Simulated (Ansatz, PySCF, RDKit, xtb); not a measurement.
# Which structure has the formula C2H2In?, part 2 of 2

Only the formula C2H2In is given (odd number of electrons). Aim: find the structure of lowest free energy at 298.15 K, then its properties.

xtb, Ansatz and PySCF; isolated molecules.

### Step 12. The ranking

Energies in kcal/mol from c895a; G adds the thermal terms to the CCSD(T)/def2-SVP + MP2/def2-TZVPP - MP2/def2-SVP energy. The columns left of the relaxed level are at the tight-binding geometries.

```
label           SMILES     spin  GFN2-xTB  HF/STO-3G  r2SCAN-D4/def2-SVP  PBE0-D3(BJ)/def2-SVP  HF/def2-SVP  MP2/def2-SVP  CCSD(T)/def2-SVP + MP2/def2-TZVPP - MP2/def2-SVP    G  share at equilibrium     T1
c895a        C=[C][In]  doublet       0.0        0.0                 0.0                   0.0          0.0           0.0                                               0.0  0.0                77.1 %  0.034
 c073  [CH]1=[CH][In]1  doublet      -1.0       27.9                 3.6                   1.2         15.6          -7.6                                               0.6  0.7                22.7 %  0.020
 c716    [CH]=[CH][In]  doublet       2.6       21.9                 5.5                   4.5         13.2           3.8                                               3.8  3.4                 0.3 %  0.037
```

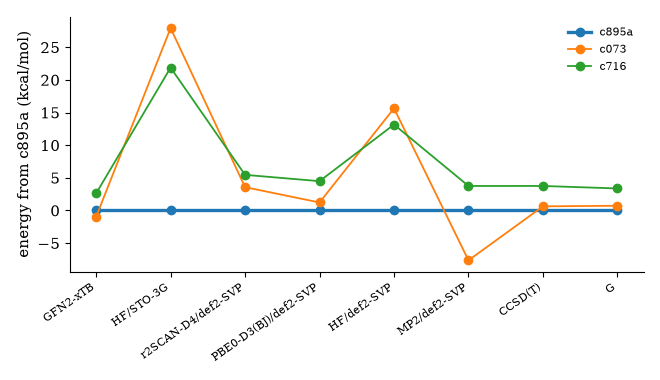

The finalists at each level, measured from c895a.

Lowest found: c895a, `C=[C][In]`, a doublet of point group C2v. Bond lengths: C1–C2 1.317 Å, C2–In3 2.217 Å, C1–H4 1.103 Å, C1–H5 1.103 Å. Angles: C1–C2–In3 179.9°, C2–C1–H4 122.4°, C2–C1–H5 122.4°, H4–C1–H5 115.2°.

```xyz
5

C    -0.9051   -0.7973   -0.6597
C    -0.8793    0.4978   -0.4208
In   -0.8339    2.6776   -0.0212
H    -1.5482   -1.4908   -0.0916
H    -0.2851   -1.2669   -1.4422
```

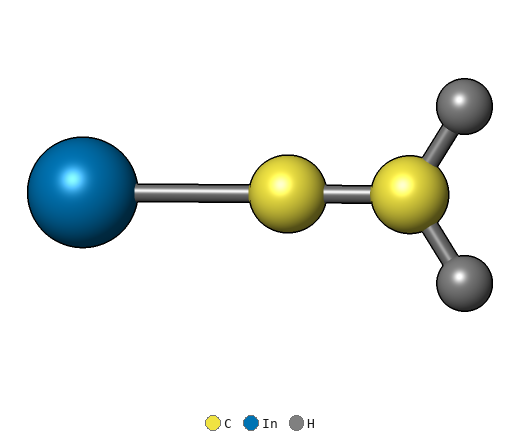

The lowest structure found, seen from a chosen angle (carbon yellow, indium blue, hydrogen grey).

### Step 13. Density, orbitals and dipole (PBE0/def2-TZVPD)

The input, input.yaml:

```yaml
crystal:
  periodic: [false, false, false]
  atoms:
    - {symbol: C, position_ang: [-0.905056, -0.797315, -0.659653]}
    - {symbol: C, position_ang: [-0.879301, 0.497754, -0.420831]}
    - {symbol: In, position_ang: [-0.833948, 2.677563, -0.021229]}
    - {symbol: H, position_ang: [-1.548172, -1.490810, -0.091646]}
    - {symbol: H, position_ang: [-0.285107, -1.266929, -1.442157]}
basis:
  gaussian:
    orbitals: def2-TZVPD
magnetization:
  spin_polarized: true
  initial_magnetization: 1
hamiltonian:
  xc: {name: PBE0}
output: {forces: true, orbitals: {seedname: orbitals}}
```

Started as:

```console
$ ansatz run input.yaml --threads 1 --pin off --max-ram 2610MiB --events-out events.jsonl --progress --plain --runs-dir runs
```

Output, cut to the lines that bear on the results:

```text
Warning: RAYON_NUM_THREADS=1 ignored (pool sized by the plan → 1); use --threads N
Functional definition: PBE0
  name "PBE0"
[...]
963 factors; their error is unknown
[...]
mean field -7276.05465370 eV, -267.3900766364 hartree, gradient 5.8e-5 eV, S^2 0.761016; 0 other end points of the search recorded, 0 dependent functions left out
[...]
reference -7276.05469014 eV, -267.3900779756 hartree; 18, 17 occupied and 130, 131 virtual orbitals, 963 factors
Total energy: -7276.05469014 eV, -267.3900779756 hartree
Atom 0 at    -0.905056    -0.797315    -0.659653 Å, force     0.002929     0.152950     0.028162 eV/Å
Atom 1 at    -0.879301     0.497754    -0.420831 Å, force    -0.006693    -0.357635    -0.066408 eV/Å
Atom 2 at    -0.833948     2.677563    -0.021229 Å, force    -0.003007    -0.140306    -0.025610 eV/Å
Atom 3 at    -1.548172    -1.490810    -0.091646 Å, force     0.182848     0.204205    -0.159980 eV/Å
Atom 4 at    -0.285107    -1.266929    -1.442157 Å, force    -0.176077     0.140786     0.223836 eV/Å
Dipole moment:     0.002029     0.086678     0.015620 e Å
```

Wall time 8.4 s (1 thread of Arm Neoverse V1, shared host).

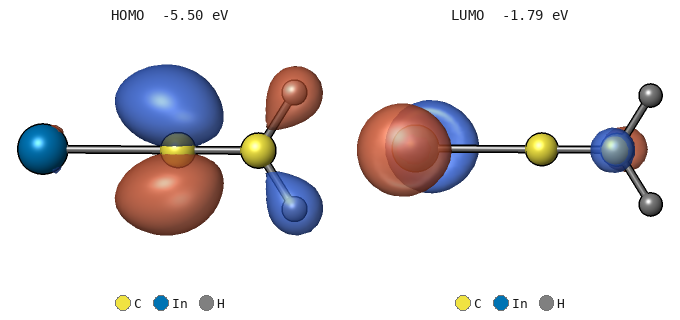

Frontier orbitals of this run (spin up), surfaces at ±0.2 Å^-3/2.

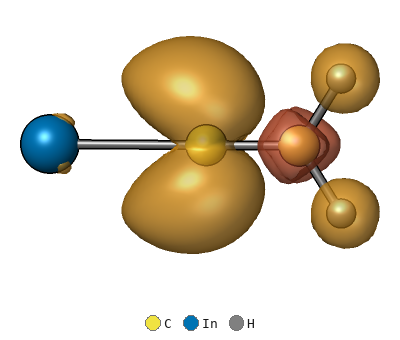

Spin density, surfaces at ±0.03 e/Å³.

### Step 14. Frequencies after a tight-binding relaxation (GFN2-xTB)

The input, start.xyz:

```xyz
5
c895a
C     -0.905056    -0.797315    -0.659653
C     -0.879301     0.497754    -0.420831
In    -0.833948     2.677563    -0.021229
H     -1.548172    -1.490810    -0.091646
H     -0.285107    -1.266929    -1.442157
```

Started as:

```console
$ xtb start.xyz --gfn 2 --ohess tight --uhf 1
```

Output, cut to the lines that bear on the results:

```text
* xtb version 6.7.1
[...]
          :  # basis functions                  20          :
[...]
          :  # electrons                        13          :
[...]
          :  Hamiltonian                  GFN2-xTB          :
[...]
          :  net charge                          0          :
          :  unpaired electrons                  1          :
[...]
   *** convergence criteria satisfied after 12 iterations ***
[...]
   *** GEOMETRY OPTIMIZATION CONVERGED AFTER 8 ITERATIONS ***
[...]
   *** convergence criteria satisfied after 3 iterations ***
[...]
         ::                     SUMMARY                     ::
         :::::::::::::::::::::::::::::::::::::::::::::::::::::
         :: total energy              -6.396588706956 Eh    ::
         :: gradient norm              0.000043878400 Eh/a0 ::
         :: HOMO-LUMO gap              1.779166367457 eV    ::
         ::.................................................::
         :: SCC energy                -6.490620262790 Eh    ::
         :: -> isotropic ES            0.009589065151 Eh    ::
         :: -> anisotropic ES          0.004680190749 Eh    ::
         :: -> anisotropic XC          0.005677954523 Eh    ::
         :: -> dispersion             -0.002404430210 Eh    ::
         :: repulsion energy           0.094031555834 Eh    ::
         :: add. restraining           0.000000000000 Eh    ::
         :: total charge               0.000000000000 e     ::
         :::::::::::::::::::::::::::::::::::::::::::::::::::::
[...]
         7        1.0000           -0.2551149              -6.9420 (HOMO)
         8                         -0.1897317              -5.1629 (LUMO)
[...]
     #   Z          covCN         q      C6AA      α(0)
     1   6          2.830    -0.073    29.808     8.947
     2   6          1.823    -0.238    38.261     9.994
     3  49          0.843     0.282   525.917    60.173
     4   1          0.924     0.014     2.825     2.628
     5   1          0.924     0.014     2.825     2.628
[...]
          | TOTAL ENERGY               -6.396588706956 Eh   |
          | TOTAL ENTHALPY             -6.365709978261 Eh   |
          | TOTAL FREE ENERGY          -6.399574418816 Eh   |
          | GRADIENT NORM               0.000043899733 Eh/α |
[...]
```

Run time: 0.075 s. Hardware: 1 thread of Arm Neoverse V1, shared host.

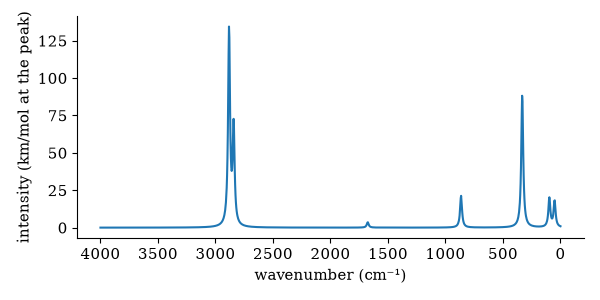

Harmonic infrared spectrum, unscaled, lines broadened by 10 cm⁻¹.

### Step 15. Electronic excitations (TD-CAM-B3LYP/def2-SVPD)

Edit start.xyz of step 14 so:

```diff
@@ -1,3 +1,3 @@
 5
-c895a
+
 C     -0.905056    -0.797315    -0.659653
```

The input, input.py:

```python
from pyscf import gto, dft, tdscf

system = gto.M(
    atom='start.xyz',
    basis='def2-svpd',
    verbose=3,
    charge=0,
    ecp={'In': 'def2-svp'},
    spin=1,
    max_memory=1860,
)

calc0 = dft.UKS(system)
calc0.xc = 'cam-b3lyp'
calc0 = calc0.density_fit(auxbasis='def2-universal-jkfit')
calc0.grids.level = 2
calc0.max_cycle = 100
calc0.kernel()
if not calc0.converged:
    calc0 = calc0.newton().run(calc0.mo_coeff, calc0.mo_occ)

energy = calc0.e_tot
print('E(%s) = %.9f' % ('CAM-B3LYP', energy))

td = calc0.TDA()
td.nstates = 5
td.kernel()
td.analyze()
roots = td.e * 27.211386
osc = td.oscillator_strength()
print('state   eV      nm      f')
for i, (w, f) in enumerate(zip(roots, osc), 1):
    print('%3d %9.4f %8.1f %9.5f' % (i, w, 1239.842 / w, f))
```

Started as:

```console
$ OMP_NUM_THREADS=1 python input.py
```

Output:

```text
WARN: HOMO -0.550728320871617 >= LUMO -0.550728320871617

converged SCF energy = -267.330443262691  <S^2> = 0.76000733  2S+1 = 2.0099824
E(CAM-B3LYP) = -267.330443263
Excitation energies (eV)
[2.30230318 2.5930756  2.7600177  3.41945251 3.44966898]

** Excitation energies and oscillator strengths **
state   eV      nm      f
  1    2.3023    538.5   0.00000
  2    2.5931    478.1   0.00666
  3    2.7600    449.2   0.00077
  4    3.4195    362.6   0.00000
  5    3.4497    359.4   0.08811
```

Run time: 2.4 min. Hardware: 1 thread of Arm Neoverse V1, shared host.

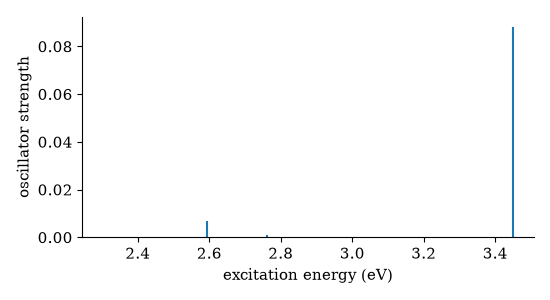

Vertical excitations as sticks.

The roots found:

```
excited state  energy (eV)  strength
            1        2.302    0.0000
            2        2.593    0.0067
            3        2.760    0.0008
            4        3.419    0.0000
            5        3.450    0.0881
```

### Step 16. The cation at the same geometry (PBE0/def2-TZVPD)

Edit input.yaml of step 13 so:

```diff
@@ -9,9 +9,4 @@
 basis:
-  gaussian:
-    orbitals: def2-TZVPD
-magnetization:
-  spin_polarized: true
-  initial_magnetization: 1
-hamiltonian:
-  xc: {name: PBE0}
-output: {forces: true, orbitals: {seedname: orbitals}}
+  gaussian: {orbitals: def2-TZVPD}
+total_charge: 1
+hamiltonian: {xc: {name: PBE0}}
```

Started as:

```console
$ ansatz run input.yaml --threads 1 --pin off --max-ram 2610MiB --events-out events.jsonl --progress --plain --runs-dir runs
```

Output:

```text
Warning: RAYON_NUM_THREADS=1 ignored (pool sized by the plan → 1); use --threads N
[... 2 set-up lines as earlier in the session ...]
  parameter a = 0.25
  parameter kappa = 0.804
  parameter beta = 0.06672455060314922
  exchange = (1 - a)*pbe_x(kappa = kappa, mu = beta*pi^2/3) + a*exact_x
  correlation = pbe_c(beta = beta)
963 factors; their error is unknown
mean field evaluation 1: about -7229.7307 eV, gradient 1.0e2 eV
mean field evaluation 2: about -6884.7209 eV, gradient 2.3e2 eV
mean field evaluation 4: about -7260.8155 eV, gradient 5.4e1 eV
mean field evaluation 8: about -7268.4916 eV, gradient 1.9e-1 eV
mean field evaluation 16: about -7268.5374 eV, gradient 7.3e-4 eV
mean field -7268.53740103 eV, -267.1138226962 hartree, gradient 6.6e-5 eV, S^2 0.000000; 0 other end points of the search recorded, 0 dependent functions left out
reference -7268.53742740 eV, -267.1138236653 hartree; 17, 17 occupied and 131, 131 virtual orbitals, 963 factors
Total energy: -7268.53742740 eV, -267.1138236653 hartree
```

Run time: 3.9 s. Hardware: 1 thread of Arm Neoverse V1, shared host.

Difference from the parent: 7.52 eV. Only this spin of the product was run; a higher spin can lie lower.

### Step 17. The anion at the same geometry (PBE0/def2-TZVPD)

The input, input.yaml:

```yaml
crystal:
  periodic: [false, false, false]
  atoms:
    - symbol: C
      position_ang: [-0.905056, -0.797315, -0.659653]
    - symbol: C
      position_ang: [-0.879301, 0.497754, -0.420831]
    - symbol: In
      position_ang: [-0.833948, 2.677563, -0.021229]
    - symbol: H
      position_ang: [-1.548172, -1.490810, -0.091646]
    - symbol: H
      position_ang: [-0.285107, -1.266929, -1.442157]
basis:
  gaussian:
    orbitals: def2-TZVPD
total_charge: -1
hamiltonian:
  xc: {name: PBE0}
scf:
  lower_state_search: "off"
```

Started as:

```console
$ ansatz run input.yaml --threads 1 --pin off --max-ram 2610MiB --events-out events.jsonl --progress --plain --runs-dir runs
```

Output, cut to the lines that bear on the results:

```text
Warning: RAYON_NUM_THREADS=1 ignored (pool sized by the plan → 1); use --threads N
[... 2 set-up lines as earlier in the session ...]
[...]
963 factors; their error is unknown
[...]
mean field -7276.67558360 eV, -267.4128953895 hartree, gradient 1.5e-6 eV, S^2 0.000000; 0 other end points of the search recorded, 0 dependent functions left out
reference -7276.67561608 eV, -267.4128965832 hartree; 18, 18 occupied and 130, 130 virtual orbitals, 963 factors
Total energy: -7276.67561608 eV, -267.4128965832 hartree
Checks for a lower state left out: stability, starts, cluster_reference, orbital_swaps, neighbouring_geometries, increment
```

It took 2.5 s on 1 thread of Arm Neoverse V1, shared host.

Parent less the species with the added electron: 0.62 eV.

### Step 18. The quartet at the same geometry (PBE0/def2-TZVPD)

The input, input.yaml:

```yaml
crystal:
  periodic: [false, false, false]
  atoms:
    - {symbol: C, position_ang: [-0.905056, -0.797315, -0.659653]}
    - {symbol: C, position_ang: [-0.879301, 0.497754, -0.420831]}
    - {symbol: In, position_ang: [-0.833948, 2.677563, -0.021229]}
    - {symbol: H, position_ang: [-1.548172, -1.490810, -0.091646]}
    - {symbol: H, position_ang: [-0.285107, -1.266929, -1.442157]}
basis:
  gaussian: {orbitals: def2-TZVPD}
magnetization: {spin_polarized: true, initial_magnetization: 3}
hamiltonian: {xc: {name: PBE0}}
```

Started as:

```console
$ ansatz run input.yaml --threads 1 --pin off --max-ram 2610MiB --events-out events.jsonl --progress --plain --runs-dir runs
```

Output, cut to the lines that bear on the results:

```text
Warning: RAYON_NUM_THREADS=1 ignored (pool sized by the plan → 1); use --threads N
[... 7 set-up lines as earlier in the session ...]
963 factors; their error is unknown
mean field evaluation 1: about -7255.6805 eV, gradient 5.1e1 eV
mean field evaluation 2: about -7046.0804 eV, gradient 1.4e2 eV
mean field evaluation 4: about -7272.7756 eV, gradient 9.0e0 eV
mean field evaluation 8: about -7273.3639 eV, gradient 2.6e-1 eV
mean field evaluation 16: about -7273.4106 eV, gradient 8.3e-4 eV
mean field -7273.41064849 eV, -267.2929112372 hartree, gradient 1.2e-5 eV, S^2 3.760727; 2 other end points of the search recorded, 0 dependent functions left out
reference -7273.41068618 eV, -267.2929126224 hartree; 19, 16 occupied and 129, 132 virtual orbitals, 963 factors
Total energy: -7273.41068618 eV, -267.2929126224 hartree
```

Wall time 9.3 s (1 thread of Arm Neoverse V1, shared host).

It lies 2.64 eV above the doublet.

### Step 19. Stability of the SCF solution (PBE0/def2-SVP)

Edit start.xyz of step 15 so:

```diff
@@ -1,3 +1,3 @@
 5
-
+C2H2In
 C     -0.905056    -0.797315    -0.659653
```

The input, job.py:

```python
from pyscf import gto, dft

molecule = gto.M(
    atom='start.xyz',
    spin=1,
    verbose=3,
    ecp={'In': 'def2-svp'},
    basis='def2-svp',
    max_memory=1860,
    charge=0,
)

myscf = dft.UKS(molecule)
myscf.xc = 'pbe0'
myscf = myscf.density_fit(auxbasis='def2-universal-jkfit')
myscf.max_cycle = 100
myscf.grids.level = 3
myscf.kernel()
if not myscf.converged:
    myscf = myscf.newton().run(myscf.mo_coeff, myscf.mo_occ)

etot = myscf.e_tot
print(f'total energy: {etot:.8f} hartree')
mo_i, mo_e, stable_i, stable_e = myscf.stability(internal=True, external=True, return_status=True)
print('stable: internal', stable_i, 'external', stable_e)
```

Started as:

```console
$ OMP_NUM_THREADS=1 python job.py
```

Output:

```text
WARN: HOMO -0.577076237628022 >= LUMO -0.577076237628027

converged SCF energy = -267.298510807229  <S^2> = 0.7619989  2S+1 = 2.0119631
total energy: -267.29851081 hartree
<class 'pyscf.df.df_jk.DFUKS'> wavefunction is stable in the internal stability analysis
<class 'pyscf.df.df_jk.DFUKS'> wavefunction is stable in the real -> complex stability analysis
<class 'pyscf.df.df_jk.DFUKS'> wavefunction has an UHF/UKS -> GHF/GKS instability
stable: internal True external False
```

Run time: 56 s. Hardware: 1 thread of Arm Neoverse V1, shared host.

The stability test raises a flag; for an open shell a flag towards a general spinor solution can be the free rotation of the spin.

### Step 20. Summary of results

The summary covers parts 1 to 2.

| quantity | value |
| --- | --- |
| lowest structure found | C=[C][In], doublet, C2v |
| next finalist | [CH]1=[CH][In]1, doublet, 0.7 kcal/mol higher in G |
| share at equilibrium, among the finalists | 77.1 % |
| funnel | 26 starts, 5 minima at GFN2-xTB, 4 screening runs, 3 relaxed, 3 ranked |
| CPU time of all runs | 17 min |
| harmonic wavenumbers, lowest and highest (PBE0-D3(BJ)/def2-SVP) | 97 and 3125 cm⁻¹ |
| rotational constants, same geometry | 9.641, 0.08396, 0.08323 cm⁻¹ |
| dipole moment (PBE0/def2-TZVPD) | 0.42 D |
| HOMO energy (highest over α and β) (PBE0/def2-TZVPD) | -5.50 eV |
| LUMO energy (lowest over α and β) (PBE0/def2-TZVPD) | -2.17 eV |
| lowest excitation (TD-CAM-B3LYP/def2-SVPD) | 2.30 eV (f = 0.000) |
| strongest of the states computed, same level | 3.45 eV (f = 0.088) |
| vertical ionisation energy (to the singlet cation) | 7.52 eV |
| vertical electron affinity | 0.62 eV |
| vertical quartet less doublet | +2.64 eV |

What this shows: The lowest structure found is `C=[C][In]`. Its margin of 0.7 kcal/mol is inside the likely error of CCSD(T)/def2-SVP + MP2/def2-TZVPP - MP2/def2-SVP with harmonic terms (about 1.5 kcal/mol), so the order of the first two is not settled. HF/STO-3G, r2SCAN-D4/def2-SVP, PBE0-D3(BJ)/def2-SVP and HF/def2-SVP already put its bonding pattern lowest among the structures in one piece; GFN2-xTB and MP2/def2-SVP favour the doublet [CH]1=[CH][In]1. The largest share of the time went into the properties (30 %). Spin-orbit coupling, which matters for elements this heavy, is left out. The stability test raises a flag; for an open shell a flag towards a general spinor solution can be the free rotation of the spin. Lowest found is not proven lowest: the search is finite, and each finalist counts with one conformer.
